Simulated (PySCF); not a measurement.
## Two runs on C3H5ClN2Si

System: C3H5ClN2Si, SMILES [SiH3]c1c[nH]c(Cl)n1.
Method of the first run: GIAO PBE0/6-31G* NMR shielding, non-relativistic, gas phase (PySCF 2.14.0).

The geometry comes from this level: PBE0-D3(BJ)/def2-SVP. Text and figures count atoms from 1; the logs count them from 0 in places.

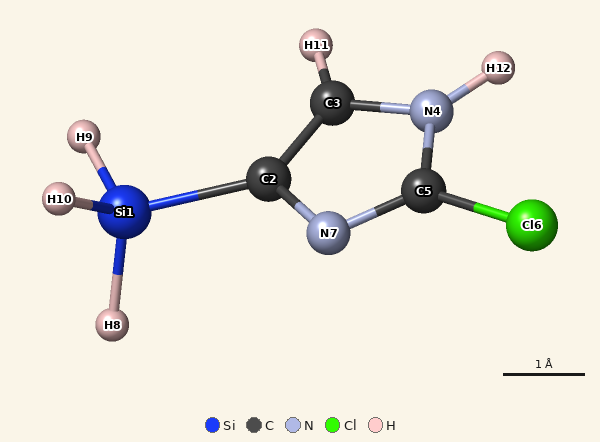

Fig. 1: The structure as given in the input (ball-and-stick view, seen at a tilt; atoms are numbered from 1 in the order of the input).

### Input, the first run
```
{"job": {"kind": "nmr", "xc": "PBE0", "basis": "6-31G*", "pop": true}, "charge": 0, "multiplicity": 1}
Si     2.122794     0.286056     0.395417
C      0.293938     0.114524     0.062871
C     -0.443760    -1.034217    -0.135302
N     -1.732530    -0.619815    -0.346626
C     -1.720647     0.739266    -0.266719
Cl    -3.159245     1.635224    -0.477427
N     -0.539250     1.216695    -0.026285
H      2.801069     1.036990    -0.702722
H      2.707587    -1.088534     0.476734
H      2.368091     0.999511     1.683578
H     -0.163573    -2.084775    -0.143776
H     -2.545159    -1.195464    -0.524376
```

The first line tells a small driver script what to run in PySCF; the rest is the geometry in Å.

Command:
```bash
OMP_NUM_THREADS=1 python <driver script> task.json out
```

Hardware: 1 CPU thread, shared host.

### Output (the first run)
```
coarse grid: 11736 points
cycle   1  E = -975.9434672743  dE =  1.228e+00  |g| = 4.777e-01  |ddm| = 3.683e+00
cycle   2  E = -975.8145137504  dE =  1.290e-01  |g| = 8.964e-01  |ddm| = 1.386e+00
cycle   3  E = -976.0038789035  dE = -1.894e-01  |g| = 8.247e-02  |ddm| = 8.950e-01
cycle   4  E = -976.0049541878  dE = -1.075e-03  |g| = 4.729e-02  |ddm| = 1.094e-01
cycle   5  E = -976.0054279759  dE = -4.738e-04  |g| = 1.509e-02  |ddm| = 5.717e-02
cycle   6  E = -976.0054871975  dE = -5.922e-05  |g| = 2.932e-03  |ddm| = 1.944e-02
cycle   7  E = -976.0054890501  dE = -1.853e-06  |g| = 1.065e-03  |ddm| = 3.652e-03
final grid: 106144 points
cycle   8  E = -975.9364849139  dE = -2.156e-05  |g| = 6.849e-03  |ddm| = 2.015e-02
cycle   9  E = -975.9364775385  dE =  7.375e-06  |g| = 8.949e-03  |ddm| = 1.635e-02
cycle  10  E = -975.9364967973  dE = -1.926e-05  |g| = 7.440e-04  |ddm| = 9.574e-03
cycle  11  E = -975.9364969233  dE = -1.260e-07  |g| = 2.834e-04  |ddm| = 1.002e-03
cycle  12  E = -975.9364969411  dE = -1.785e-08  |g| = 9.440e-05  |ddm| = 3.469e-04
cycle  13  E = -975.9364969430  dE = -1.860e-09  |g| = 3.707e-05  |ddm| = 1.186e-04
cycle  14  E = -975.9364969433  dE = -3.108e-10  |g| = 1.255e-05  |ddm| = 4.699e-05
converged SCF energy = -975.9364969433

GIAO shielding tensors (ppm)
atom      isotropic    diamagn.    paramagn.     s11        s22        s33       span
  0 Si     465.192     883.119    -417.926    445.869    456.998    492.711     46.842
  1 C       69.934     252.517    -182.583     10.385     51.854    147.563    137.177
  2 C       73.896     259.084    -185.188     -6.784     82.038    146.433    153.218
  3 N      105.554     329.676    -224.122     23.179    125.840    167.642    144.462
  4 C       65.345     259.034    -193.689     -1.895     87.241    110.689    112.584
  5 Cl     778.397    1144.843    -366.446    564.425    708.411   1062.356    497.931
  6 N       -6.370     326.495    -332.865   -199.706    -59.526    240.121    439.827
  7 H       27.376      28.983      -1.607     24.257     25.610     32.262      8.005
  8 H       27.523      29.546      -2.023     23.979     26.707     31.882      7.903
  9 H       27.358      28.971      -1.613     24.173     25.688     32.213      8.039
 10 H       25.190      30.860      -5.671     22.352     26.407     26.811      4.459
 11 H       24.843      30.159      -5.316     19.251     25.613     29.666     10.415
```

For the second run the input was changed thus:
```diff
-"basis": "6-31G*"
+"basis": "aug-cc-pVDZ"
```

What does this change do to the results?

The total energy of the second run is 50.0 kcal/mol lower, which measures the change of basis and not a stability. The HOMO goes from −6.71 to −6.89 eV. The LUMO goes from 0.46 to −0.39 eV. The dipole moment goes from 4.10 to 3.89 D. Of all shieldings, the largest change is that of Si1, by +24.6 ppm. Diffuse functions give room to the loosely bound empty orbitals, which lowers the LUMO. The number of SCF iterations is the same. The basis functions go from 116 to 214.

### Output (the second run)
```
coarse grid: 11736 points
cycle   1  E = -975.9328760178  dE =  1.246e+00  |g| = 4.701e-01  |ddm| = 8.673e+00
cycle   2  E = -975.7960872975  dE =  1.368e-01  |g| = 9.097e-01  |ddm| = 2.378e+00
cycle   3  E = -975.9911638638  dE = -1.951e-01  |g| = 8.126e-02  |ddm| = 1.406e+00
cycle   4  E = -975.9921183838  dE = -9.545e-04  |g| = 4.873e-02  |ddm| = 2.248e-01
cycle   5  E = -975.9926135834  dE = -4.952e-04  |g| = 1.529e-02  |ddm| = 9.584e-02
cycle   6  E = -975.9926743285  dE = -6.075e-05  |g| = 3.261e-03  |ddm| = 3.419e-02
cycle   7  E = -975.9926766815  dE = -2.353e-06  |g| = 1.188e-03  |ddm| = 7.595e-03
final grid: 106144 points
cycle   8  E = -976.0162033541  dE = -2.463e-05  |g| = 7.009e-03  |ddm| = 1.559e-01
cycle   9  E = -976.0161921463  dE =  1.121e-05  |g| = 9.821e-03  |ddm| = 3.337e-02
cycle  10  E = -976.0162157327  dE = -2.359e-05  |g| = 8.078e-04  |ddm| = 1.733e-02
cycle  11  E = -976.0162158637  dE = -1.310e-07  |g| = 3.807e-04  |ddm| = 2.287e-03
cycle  12  E = -976.0162158970  dE = -3.322e-08  |g| = 1.032e-04  |ddm| = 6.762e-04
cycle  13  E = -976.0162158991  dE = -2.174e-09  |g| = 4.344e-05  |ddm| = 2.453e-04
cycle  14  E = -976.0162158996  dE = -4.356e-10  |g| = 1.417e-05  |ddm| = 1.008e-04
converged SCF energy = -976.0162158996

GIAO shielding tensors (ppm)
atom      isotropic    diamagn.    paramagn.     s11        s22        s33       span
  0 Si     489.801     899.374    -409.573    467.540    475.314    526.549     59.010
  1 C       63.699     233.056    -169.357     -0.794     46.067    145.823    146.617
  2 C       71.691     241.979    -170.288    -10.987     80.573    145.486    156.473
  3 N      102.917     297.493    -194.576     13.038    127.139    168.575    155.536
  4 C       59.701     262.108    -202.408     -9.843     85.391    103.554    113.396
  5 Cl     771.231    1144.204    -372.974    546.239    706.618   1060.834    514.595
  6 N      -14.708     299.244    -313.951   -208.898    -68.040    232.815    441.713
  7 H       26.853      30.013      -3.160     23.806     24.993     31.761      7.955
  8 H       27.009      30.107      -3.098     23.320     26.075     31.633      8.312
  9 H       26.846      29.986      -3.141     23.734     25.079     31.724      7.991
 10 H       24.049      32.884      -8.835     21.424     24.522     26.202      4.778
 11 H       23.142      42.130     -18.988     17.983     24.358     27.085      9.102
```

### The two runs side by side

| quantity | the first run | the second run |
| --- | --- | --- |
| outcome | converged | converged |
| total energy (hartree) | −975.936497 | −976.016216 |
| HOMO (eV) | −6.71 | −6.89 |
| LUMO (eV) | 0.46 | −0.39 |
| dipole moment (D) | 4.10 | 3.89 |
| shielding of Si1 (ppm) | 465.2 | 489.8 |
| shielding of C2 (ppm) | 69.9 | 63.7 |
| shielding of C3 (ppm) | 73.9 | 71.7 |
| shielding of N4 (ppm) | 105.6 | 102.9 |
| shielding of C5 (ppm) | 65.3 | 59.7 |
| shielding of Cl6 (ppm) | 778.4 | 771.2 |
| shielding of N7 (ppm) | −6.4 | −14.7 |
| SCF iterations | 14 | 14 |
| basis functions | 116 | 214 |
| wall time (shared host) | 19 s | 46 s |
